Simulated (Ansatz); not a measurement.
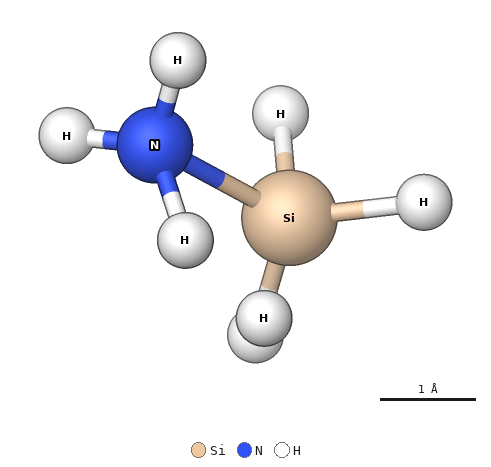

Fig. 1: The structure as given in the input (ball-and-stick view, seen at a tilt).

## SiNH$_{7}$: molecular dynamics (part 1 of 5)

System: SiNH$_{7}$.
Method: RKS PBE-D4/def2-SVP (Ansatz 0.2.0).

It belongs to a series of runs on one base structure; here: dynamics from the highest image of the converged band.

### What the program printed
```
Engine: ansatz 0.2.0, aarch64-unknown-linux-gnu
Functional definition: PBE
  parameter kappa = 0.804
  parameter beta = 0.06672455060314922
  exchange = pbe_x(kappa = kappa, mu = beta*pi^2/3)
  correlation = pbe_c(beta = beta)
774 factors; their error is unknown
mean field evaluation 1: about -9464.1790 eV, gradient 5.0e1 eV
mean field evaluation 2: about -9450.7794 eV, gradient 8.9e1 eV
mean field evaluation 4: about -9469.4626 eV, gradient 2.4e0 eV
mean field evaluation 8: about -9469.4892 eV, gradient 2.6e-2 eV
mean field evaluation 16: about -9469.4395 eV, gradient 1.2e-5 eV
mean field -9469.43948410 eV, -347.9954824242 hartree, gradient 1.2e-5 eV, S^2 0.000000; 0 other end points of the search recorded, 0 dependent functions left out
the calculation of the forces begins
reference -9469.43951815 eV, -347.9954836753 hartree; 14, 14 occupied and 53, 53 virtual orbitals, 774 factors
md step     0: t =     0.00 fs  T =   100.0 K  F+E_penalty+E_count = -9469.56964864 eV  E_kin = 0.090482 eV  conserved = -9469.47916664 eV  (24 SCF iters)
these checks for a lower state are left out or cut short: starts, cluster_reference, orbital_swaps, neighbouring_geometries, increment
774 factors; their error is unknown
mean field -9469.43817558 eV, -347.9954343367 hartree, gradient 1.4e-5 eV, S^2 0.000000; 0 other end points of the search recorded, 0 dependent functions left out
the calculation of the forces begins
reference -9469.43820961 eV, -347.9954355874 hartree; 14, 14 occupied and 53, 53 virtual orbitals, 774 factors
md step     1: t =     0.50 fs  T =    98.3 K  F+E_penalty+E_count = -9469.56810503 eV  E_kin = 0.088948 eV  conserved = -9469.47915697 eV  (27 SCF iters)
[... from here on the SCF iterations and repeated set-up lines of each step are left out, up to the last step ...]
md step     2: t =     1.00 fs  T =    93.6 K  F+E_penalty+E_count = -9469.56380984 eV  E_kin = 0.084686 eV  conserved = -9469.47912370 eV  (27 SCF iters)
md step     3: t =     1.50 fs  T =    86.5 K  F+E_penalty+E_count = -9469.55729735 eV  E_kin = 0.078224 eV  conserved = -9469.47907368 eV  (27 SCF iters)
md step     4: t =     2.00 fs  T =    77.8 K  F+E_penalty+E_count = -9469.54936574 eV  E_kin = 0.070350 eV  conserved = -9469.47901576 eV  (28 SCF iters)
md step     5: t =     2.50 fs  T =    68.5 K  F+E_penalty+E_count = -9469.54093544 eV  E_kin = 0.061976 eV  conserved = -9469.47895921 eV  (27 SCF iters)
md step     6: t =     3.00 fs  T =    59.7 K  F+E_penalty+E_count = -9469.53290052 eV  E_kin = 0.053988 eV  conserved = -9469.47891253 eV  (28 SCF iters)
md step     7: t =     3.50 fs  T =    52.1 K  F+E_penalty+E_count = -9469.52600305 eV  E_kin = 0.047123 eV  conserved = -9469.47888016 eV  (28 SCF iters)
md step     8: t =     4.00 fs  T =    46.3 K  F+E_penalty+E_count = -9469.52075881 eV  E_kin = 0.041895 eV  conserved = -9469.47886358 eV  (29 SCF iters)
md step     9: t =     4.50 fs  T =    42.6 K  F+E_penalty+E_count = -9469.51743428 eV  E_kin = 0.038573 eV  conserved = -9469.47886146 eV  (20 SCF iters)
md step    10: t =     5.00 fs  T =    41.1 K  F+E_penalty+E_count = -9469.51606717 eV  E_kin = 0.037196 eV  conserved = -9469.47887097 eV  (21 SCF iters)
md step    11: t =     5.50 fs  T =    41.6 K  F+E_penalty+E_count = -9469.51650981 eV  E_kin = 0.037621 eV  conserved = -9469.47888917 eV  (28 SCF iters)
md step    12: t =     6.00 fs  T =    43.7 K  F+E_penalty+E_count = -9469.51847499 eV  E_kin = 0.039561 eV  conserved = -9469.47891426 eV  (28 SCF iters)
md step    13: t =     6.50 fs  T =    47.1 K  F+E_penalty+E_count = -9469.52156894 eV  E_kin = 0.042625 eV  conserved = -9469.47894394 eV  (28 SCF iters)
md step    14: t =     7.00 fs  T =    51.2 K  F+E_penalty+E_count = -9469.52531783 eV  E_kin = 0.046341 eV  conserved = -9469.47897699 eV  (29 SCF iters)
md step    15: t =     7.50 fs  T =    55.5 K  F+E_penalty+E_count = -9469.52919261 eV  E_kin = 0.050182 eV  conserved = -9469.47901083 eV  (27 SCF iters)
md step    16: t =     8.00 fs  T =    59.3 K  F+E_penalty+E_count = -9469.53265276 eV  E_kin = 0.053612 eV  conserved = -9469.47904040 eV  (28 SCF iters)
md step    17: t =     8.50 fs  T =    62.1 K  F+E_penalty+E_count = -9469.53521962 eV  E_kin = 0.056159 eV  conserved = -9469.47906094 eV  (26 SCF iters)
md step    18: t =     9.00 fs  T =    63.5 K  F+E_penalty+E_count = -9469.53656281 eV  E_kin = 0.057496 eV  conserved = -9469.47906696 eV  (27 SCF iters)
md step    19: t =     9.50 fs  T =    63.6 K  F+E_penalty+E_count = -9469.53658426 eV  E_kin = 0.057528 eV  conserved = -9469.47905584 eV  (27 SCF iters)
md step    20: t =    10.00 fs  T =    62.4 K  F+E_penalty+E_count = -9469.53546197 eV  E_kin = 0.056434 eV  conserved = -9469.47902750 eV  (27 SCF iters)
md step    21: t =    10.50 fs  T =    60.4 K  F+E_penalty+E_count = -9469.53363879 eV  E_kin = 0.054652 eV  conserved = -9469.47898729 eV  (27 SCF iters)
md step    22: t =    11.00 fs  T =    58.4 K  F+E_penalty+E_count = -9469.53174496 eV  E_kin = 0.052802 eV  conserved = -9469.47894260 eV  (27 SCF iters)
md step    23: t =    11.50 fs  T =    57.0 K  F+E_penalty+E_count = -9469.53048150 eV  E_kin = 0.051581 eV  conserved = -9469.47890078 eV  (27 SCF iters)
md step    24: t =    12.00 fs  T =    57.1 K  F+E_penalty+E_count = -9469.53049928 eV  E_kin = 0.051631 eV  conserved = -9469.47886859 eV  (27 SCF iters)
md step    25: t =    12.50 fs  T =    59.1 K  F+E_penalty+E_count = -9469.53230562 eV  E_kin = 0.053458 eV  conserved = -9469.47884750 eV  (27 SCF iters)
md step    26: t =    13.00 fs  T =    63.4 K  F+E_penalty+E_count = -9469.53623493 eV  E_kin = 0.057400 eV  conserved = -9469.47883519 eV  (28 SCF iters)
md step    27: t =    13.50 fs  T =    70.4 K  F+E_penalty+E_count = -9469.54248398 eV  E_kin = 0.063658 eV  conserved = -9469.47882597 eV  (27 SCF iters)
md step    28: t =    14.00 fs  T =    80.0 K  F+E_penalty+E_count = -9469.55120067 eV  E_kin = 0.072388 eV  conserved = -9469.47881269 eV  (28 SCF iters)
md step    29: t =    14.50 fs  T =    92.6 K  F+E_penalty+E_count = -9469.56259663 eV  E_kin = 0.083808 eV  conserved = -9469.47878898 eV  (28 SCF iters)
md step    30: t =    15.00 fs  T =   108.6 K  F+E_penalty+E_count = -9469.57704835 eV  E_kin = 0.098297 eV  conserved = -9469.47875162 eV  (27 SCF iters)
md step    31: t =    15.50 fs  T =   128.7 K  F+E_penalty+E_count = -9469.59515268 eV  E_kin = 0.116451 eV  conserved = -9469.47870198 eV  (27 SCF iters)
md step    32: t =    16.00 fs  T =   153.7 K  F+E_penalty+E_count = -9469.61771129 eV  E_kin = 0.139062 eV  conserved = -9469.47864905 eV  (27 SCF iters)
md step    33: t =    16.50 fs  T =   184.6 K  F+E_penalty+E_count = -9469.64560780 eV  E_kin = 0.166993 eV  conserved = -9469.47861442 eV  (27 SCF iters)
md step    34: t =    17.00 fs  T =   222.0 K  F+E_penalty+E_count = -9469.67949861 eV  E_kin = 0.200852 eV  conserved = -9469.47864639 eV  (27 SCF iters)
md step    35: t =    17.50 fs  T =   265.6 K  F+E_penalty+E_count = -9469.71916342 eV  E_kin = 0.240345 eV  conserved = -9469.47881868 eV  (26 SCF iters)
md step    36: t =    18.00 fs  T =   313.2 K  F+E_penalty+E_count = -9469.76259538 eV  E_kin = 0.283415 eV  conserved = -9469.47918085 eV  (26 SCF iters)
md step    37: t =    18.50 fs  T =   359.8 K  F+E_penalty+E_count = -9469.80514735 eV  E_kin = 0.325544 eV  conserved = -9469.47960294 eV  (25 SCF iters, 3 dispersion substeps)
md step    38: t =    19.00 fs  T =   398.4 K  F+E_penalty+E_count = -9469.84044889 eV  E_kin = 0.360463 eV  conserved = -9469.47998575 eV  (25 SCF iters, 3 dispersion substeps)
md step    39: t =    19.50 fs  T =   430.8 K  F+E_penalty+E_count = -9469.87019482 eV  E_kin = 0.389779 eV  conserved = -9469.48041563 eV  (25 SCF iters, 3 dispersion substeps)
md step    40: t =    20.00 fs  T =   453.7 K  F+E_penalty+E_count = -9469.89090683 eV  E_kin = 0.410510 eV  conserved = -9469.48039638 eV  (25 SCF iters, 3 dispersion substeps)
md step    41: t =    20.50 fs  T =   469.2 K  F+E_penalty+E_count = -9469.90409373 eV  E_kin = 0.424553 eV  conserved = -9469.47954108 eV  (25 SCF iters, 3 dispersion substeps)
md step    42: t =    21.00 fs  T =   493.8 K  F+E_penalty+E_count = -9469.92498886 eV  E_kin = 0.446804 eV  conserved = -9469.47818478 eV  (25 SCF iters, 3 dispersion substeps)
md step    43: t =    21.50 fs  T =   549.6 K  F+E_penalty+E_count = -9469.97483114 eV  E_kin = 0.497273 eV  conserved = -9469.47755856 eV  (25 SCF iters, 3 dispersion substeps)
md step    44: t =    22.00 fs  T =   645.7 K  F+E_penalty+E_count = -9470.06272856 eV  E_kin = 0.584201 eV  conserved = -9469.47852757 eV  (26 SCF iters, 3 dispersion substeps)
md step    45: t =    22.50 fs  T =   766.6 K  F+E_penalty+E_count = -9470.17397251 eV  E_kin = 0.693632 eV  conserved = -9469.48034015 eV  (26 SCF iters, 3 dispersion substeps)
md step    46: t =    23.00 fs  T =   883.2 K  F+E_penalty+E_count = -9470.28073778 eV  E_kin = 0.799152 eV  conserved = -9469.48158570 eV  (26 SCF iters, 3 dispersion substeps)
md step    47: t =    23.50 fs  T =   973.7 K  F+E_penalty+E_count = -9470.36271542 eV  E_kin = 0.881006 eV  conserved = -9469.48170990 eV  (26 SCF iters, 3 dispersion substeps)
md step    48: t =    24.00 fs  T =  1034.4 K  F+E_penalty+E_count = -9470.41706188 eV  E_kin = 0.935983 eV  conserved = -9469.48107891 eV  (26 SCF iters, 3 dispersion substeps)
md step    49: t =    24.50 fs  T =  1075.5 K  F+E_penalty+E_count = -9470.45351512 eV  E_kin = 0.973130 eV  conserved = -9469.48038471 eV  (26 SCF iters, 3 dispersion substeps)
md step    50: t =    25.00 fs  T =  1105.4 K  F+E_penalty+E_count = -9470.47980824 eV  E_kin = 1.000201 eV  conserved = -9469.47960693 eV  (27 SCF iters, 3 dispersion substeps)
md step    51: t =    25.50 fs  T =  1134.4 K  F+E_penalty+E_count = -9470.50530083 eV  E_kin = 1.026441 eV  conserved = -9469.47885947 eV  (27 SCF iters, 3 dispersion substeps)
md step    52: t =    26.00 fs  T =  1176.2 K  F+E_penalty+E_count = -9470.54277151 eV  E_kin = 1.064287 eV  conserved = -9469.47848401 eV  (26 SCF iters, 3 dispersion substeps)
md step    53: t =    26.50 fs  T =  1237.9 K  F+E_penalty+E_count = -9470.59866066 eV  E_kin = 1.120070 eV  conserved = -9469.47859053 eV  (26 SCF iters, 3 dispersion substeps)
md step    54: t =    27.00 fs  T =  1316.3 K  F+E_penalty+E_count = -9470.67020974 eV  E_kin = 1.190978 eV  conserved = -9469.47923168 eV  (26 SCF iters, 3 dispersion substeps)
md step    55: t =    27.50 fs  T =  1400.7 K  F+E_penalty+E_count = -9470.74747632 eV  E_kin = 1.267419 eV  conserved = -9469.48005767 eV  (26 SCF iters, 3 dispersion substeps)
md step    56: t =    28.00 fs  T =  1481.6 K  F+E_penalty+E_count = -9470.82198018 eV  E_kin = 1.340568 eV  conserved = -9469.48141190 eV  (26 SCF iters, 3 dispersion substeps)
md step    57: t =    28.50 fs  T =  1538.2 K  F+E_penalty+E_count = -9470.87465318 eV  E_kin = 1.391836 eV  conserved = -9469.48281711 eV  (25 SCF iters, 3 dispersion substeps)
md step    58: t =    29.00 fs  T =  1550.0 K  F+E_penalty+E_count = -9470.88538084 eV  E_kin = 1.402498 eV  conserved = -9469.48288322 eV  (25 SCF iters, 3 dispersion substeps)
md step    59: t =    29.50 fs  T =  1521.6 K  F+E_penalty+E_count = -9470.85742797 eV  E_kin = 1.376805 eV  conserved = -9469.48062338 eV  (25 SCF iters, 3 dispersion substeps)
md step    60: t =    30.00 fs  T =  1492.4 K  F+E_penalty+E_count = -9470.82792256 eV  E_kin = 1.350380 eV  conserved = -9469.47754254 eV  (26 SCF iters, 3 dispersion substeps)
md step    61: t =    30.50 fs  T =  1508.8 K  F+E_penalty+E_count = -9470.84249126 eV  E_kin = 1.365233 eV  conserved = -9469.47725842 eV  (26 SCF iters, 3 dispersion substeps)
md step    62: t =    31.00 fs  T =  1574.8 K  F+E_penalty+E_count = -9470.90512259 eV  E_kin = 1.424920 eV  conserved = -9469.48020234 eV  (26 SCF iters, 3 dispersion substeps)
md step    63: t =    31.50 fs  T =  1646.3 K  F+E_penalty+E_count = -9470.97251493 eV  E_kin = 1.489646 eV  conserved = -9469.48286852 eV  (26 SCF iters, 3 dispersion substeps)
md step    64: t =    32.00 fs  T =  1678.8 K  F+E_penalty+E_count = -9471.00219722 eV  E_kin = 1.519007 eV  conserved = -9469.48318990 eV  (26 SCF iters, 3 dispersion substeps)
md step    65: t =    32.50 fs  T =  1661.4 K  F+E_penalty+E_count = -9470.98518544 eV  E_kin = 1.503302 eV  conserved = -9469.48188387 eV  (26 SCF iters, 3 dispersion substeps)
md step    66: t =    33.00 fs  T =  1612.7 K  F+E_penalty+E_count = -9470.93957695 eV  E_kin = 1.459247 eV  conserved = -9469.48032988 eV  (26 SCF iters, 3 dispersion substeps)
md step    67: t =    33.50 fs  T =  1557.6 K  F+E_penalty+E_count = -9470.88864283 eV  E_kin = 1.409387 eV  conserved = -9469.47925613 eV  (26 SCF iters, 3 dispersion substeps)
md step    68: t =    34.00 fs  T =  1511.9 K  F+E_penalty+E_count = -9470.84650855 eV  E_kin = 1.368019 eV  conserved = -9469.47848930 eV  (26 SCF iters, 3 dispersion substeps)
md step    69: t =    34.50 fs  T =  1487.7 K  F+E_penalty+E_count = -9470.82430910 eV  E_kin = 1.346058 eV  conserved = -9469.47825131 eV  (26 SCF iters, 3 dispersion substeps)
md step    70: t =    35.00 fs  T =  1489.2 K  F+E_penalty+E_count = -9470.82612206 eV  E_kin = 1.347492 eV  conserved = -9469.47863004 eV  (26 SCF iters, 3 dispersion substeps)
md step    71: t =    35.50 fs  T =  1510.3 K  F+E_penalty+E_count = -9470.84601237 eV  E_kin = 1.366565 eV  conserved = -9469.47944740 eV  (27 SCF iters, 3 dispersion substeps)
md step    72: t =    36.00 fs  T =  1539.2 K  F+E_penalty+E_count = -9470.87350045 eV  E_kin = 1.392740 eV  conserved = -9469.48076044 eV  (27 SCF iters, 3 dispersion substeps)
md step    73: t =    36.50 fs  T =  1555.3 K  F+E_penalty+E_count = -9470.88969152 eV  E_kin = 1.407304 eV  conserved = -9469.48238798 eV  (26 SCF iters, 3 dispersion substeps)
md step    74: t =    37.00 fs  T =  1533.4 K  F+E_penalty+E_count = -9470.87050904 eV  E_kin = 1.387437 eV  conserved = -9469.48307231 eV  (25 SCF iters, 3 dispersion substeps)
md step    75: t =    37.50 fs  T =  1467.6 K  F+E_penalty+E_count = -9470.80930874 eV  E_kin = 1.327889 eV  conserved = -9469.48141994 eV  (25 SCF iters, 3 dispersion substeps)
md step    76: t =    38.00 fs  T =  1389.4 K  F+E_penalty+E_count = -9470.73508512 eV  E_kin = 1.257120 eV  conserved = -9469.47796506 eV  (27 SCF iters, 3 dispersion substeps)
md step    77: t =    38.50 fs  T =  1352.4 K  F+E_penalty+E_count = -9470.70004301 eV  E_kin = 1.223672 eV  conserved = -9469.47637147 eV  (25 SCF iters, 3 dispersion substeps)
md step    78: t =    39.00 fs  T =  1379.7 K  F+E_penalty+E_count = -9470.72715154 eV  E_kin = 1.248419 eV  conserved = -9469.47873291 eV  (27 SCF iters, 3 dispersion substeps)
md step    79: t =    39.50 fs  T =  1437.0 K  F+E_penalty+E_count = -9470.78220178 eV  E_kin = 1.300201 eV  conserved = -9469.48200116 eV  (26 SCF iters, 3 dispersion substeps)
md step    80: t =    40.00 fs  T =  1471.9 K  F+E_penalty+E_count = -9470.81482142 eV  E_kin = 1.331785 eV  conserved = -9469.48303669 eV  (25 SCF iters, 3 dispersion substeps)
md step    81: t =    40.50 fs  T =  1462.1 K  F+E_penalty+E_count = -9470.80492879 eV  E_kin = 1.322957 eV  conserved = -9469.48197164 eV  (26 SCF iters, 3 dispersion substeps)
md step    82: t =    41.00 fs  T =  1420.3 K  F+E_penalty+E_count = -9470.76540495 eV  E_kin = 1.285134 eV  conserved = -9469.48027102 eV  (26 SCF iters, 3 dispersion substeps)
md step    83: t =    41.50 fs  T =  1373.0 K  F+E_penalty+E_count = -9470.72128588 eV  E_kin = 1.242307 eV  conserved = -9469.47897890 eV  (26 SCF iters, 3 dispersion substeps)
md step    84: t =    42.00 fs  T =  1340.6 K  F+E_penalty+E_count = -9470.69111716 eV  E_kin = 1.212959 eV  conserved = -9469.47815856 eV  (27 SCF iters, 3 dispersion substeps)
md step    85: t =    42.50 fs  T =  1336.0 K  F+E_penalty+E_count = -9470.68670626 eV  E_kin = 1.208817 eV  conserved = -9469.47788921 eV  (27 SCF iters, 3 dispersion substeps)
md step    86: t =    43.00 fs  T =  1364.1 K  F+E_penalty+E_count = -9470.71253726 eV  E_kin = 1.234275 eV  conserved = -9469.47826201 eV  (27 SCF iters, 3 dispersion substeps)
md step    87: t =    43.50 fs  T =  1418.6 K  F+E_penalty+E_count = -9470.76277071 eV  E_kin = 1.283599 eV  conserved = -9469.47917194 eV  (27 SCF iters, 3 dispersion substeps)
md step    88: t =    44.00 fs  T =  1485.1 K  F+E_penalty+E_count = -9470.82437309 eV  E_kin = 1.343755 eV  conserved = -9469.48061777 eV  (26 SCF iters, 3 dispersion substeps)
md step    89: t =    44.50 fs  T =  1540.2 K  F+E_penalty+E_count = -9470.87597837 eV  E_kin = 1.393626 eV  conserved = -9469.48235228 eV  (26 SCF iters, 3 dispersion substeps)
md step    90: t =    45.00 fs  T =  1557.3 K  F+E_penalty+E_count = -9470.89226358 eV  E_kin = 1.409079 eV  conserved = -9469.48318488 eV  (26 SCF iters, 3 dispersion substeps)
md step    91: t =    45.50 fs  T =  1528.2 K  F+E_penalty+E_count = -9470.86444280 eV  E_kin = 1.382749 eV  conserved = -9469.48169377 eV  (26 SCF iters, 3 dispersion substeps)
md step    92: t =    46.00 fs  T =  1482.0 K  F+E_penalty+E_count = -9470.81920422 eV  E_kin = 1.340933 eV  conserved = -9469.47827115 eV  (25 SCF iters, 3 dispersion substeps)
md step    93: t =    46.50 fs  T =  1472.0 K  F+E_penalty+E_count = -9470.80840061 eV  E_kin = 1.331861 eV  conserved = -9469.47653994 eV  (27 SCF iters, 3 dispersion substeps)
md step    94: t =    47.00 fs  T =  1523.0 K  F+E_penalty+E_count = -9470.85691394 eV  E_kin = 1.378079 eV  conserved = -9469.47883455 eV  (26 SCF iters, 3 dispersion substeps)
md step    95: t =    47.50 fs  T =  1601.7 K  F+E_penalty+E_count = -9470.93148710 eV  E_kin = 1.449264 eV  conserved = -9469.48222328 eV  (26 SCF iters, 3 dispersion substeps)
md step    96: t =    48.00 fs  T =  1654.1 K  F+E_penalty+E_count = -9470.98008191 eV  E_kin = 1.496679 eV  conserved = -9469.48340275 eV  (26 SCF iters, 3 dispersion substeps)
md step    97: t =    48.50 fs  T =  1655.5 K  F+E_penalty+E_count = -9470.98034964 eV  E_kin = 1.497957 eV  conserved = -9469.48239303 eV  (25 SCF iters, 3 dispersion substeps)
md step    98: t =    49.00 fs  T =  1617.1 K  F+E_penalty+E_count = -9470.94388622 eV  E_kin = 1.463226 eV  conserved = -9469.48066055 eV  (25 SCF iters, 3 dispersion substeps)
md step    99: t =    49.50 fs  T =  1565.6 K  F+E_penalty+E_count = -9470.89587156 eV  E_kin = 1.416618 eV  conserved = -9469.47925307 eV  (25 SCF iters, 3 dispersion substeps)
md step   100: t =    50.00 fs  T =  1523.8 K  F+E_penalty+E_count = -9470.85713108 eV  E_kin = 1.378746 eV  conserved = -9469.47838556 eV  (27 SCF iters, 3 dispersion substeps)
md step   101: t =    50.50 fs  T =  1505.8 K  F+E_penalty+E_count = -9470.84063072 eV  E_kin = 1.362514 eV  conserved = -9469.47811623 eV  (26 SCF iters, 3 dispersion substeps)
md step   102: t =    51.00 fs  T =  1516.6 K  F+E_penalty+E_count = -9470.85071330 eV  E_kin = 1.372224 eV  conserved = -9469.47848938 eV  (26 SCF iters, 3 dispersion substeps)
md step   103: t =    51.50 fs  T =  1549.5 K  F+E_penalty+E_count = -9470.88148255 eV  E_kin = 1.402036 eV  conserved = -9469.47944651 eV  (25 SCF iters, 3 dispersion substeps)
md step   104: t =    52.00 fs  T =  1588.9 K  F+E_penalty+E_count = -9470.91865485 eV  E_kin = 1.437695 eV  conserved = -9469.48096024 eV  (25 SCF iters, 3 dispersion substeps)
md step   105: t =    52.50 fs  T =  1610.2 K  F+E_penalty+E_count = -9470.93955000 eV  E_kin = 1.456927 eV  conserved = -9469.48262337 eV  (25 SCF iters, 3 dispersion substeps)
md step   106: t =    53.00 fs  T =  1588.5 K  F+E_penalty+E_count = -9470.92050237 eV  E_kin = 1.437289 eV  conserved = -9469.48321294 eV  (25 SCF iters, 3 dispersion substeps)
md step   107: t =    53.50 fs  T =  1520.2 K  F+E_penalty+E_count = -9470.85685012 eV  E_kin = 1.375484 eV  conserved = -9469.48136581 eV  (25 SCF iters, 3 dispersion substeps)
md step   108: t =    54.00 fs  T =  1439.7 K  F+E_penalty+E_count = -9470.78048842 eV  E_kin = 1.302672 eV  conserved = -9469.47781684 eV  (25 SCF iters, 3 dispersion substeps)
md step   109: t =    54.50 fs  T =  1401.8 K  F+E_penalty+E_count = -9470.74476118 eV  E_kin = 1.268348 eV  conserved = -9469.47641287 eV  (26 SCF iters, 3 dispersion substeps)
md step   110: t =    55.00 fs  T =  1426.6 K  F+E_penalty+E_count = -9470.76984385 eV  E_kin = 1.290844 eV  conserved = -9469.47900010 eV  (27 SCF iters, 3 dispersion substeps)
md step   111: t =    55.50 fs  T =  1476.5 K  F+E_penalty+E_count = -9470.81818409 eV  E_kin = 1.335939 eV  conserved = -9469.48224525 eV  (25 SCF iters, 3 dispersion substeps)
md step   112: t =    56.00 fs  T =  1499.0 K  F+E_penalty+E_count = -9470.83943478 eV  E_kin = 1.356314 eV  conserved = -9469.48312050 eV  (26 SCF iters, 3 dispersion substeps)
md step   113: t =    56.50 fs  T =  1474.0 K  F+E_penalty+E_count = -9470.81567122 eV  E_kin = 1.333739 eV  conserved = -9469.48193261 eV  (26 SCF iters, 3 dispersion substeps)
md step   114: t =    57.00 fs  T =  1415.9 K  F+E_penalty+E_count = -9470.76133577 eV  E_kin = 1.281175 eV  conserved = -9469.48016089 eV  (25 SCF iters, 3 dispersion substeps)
```
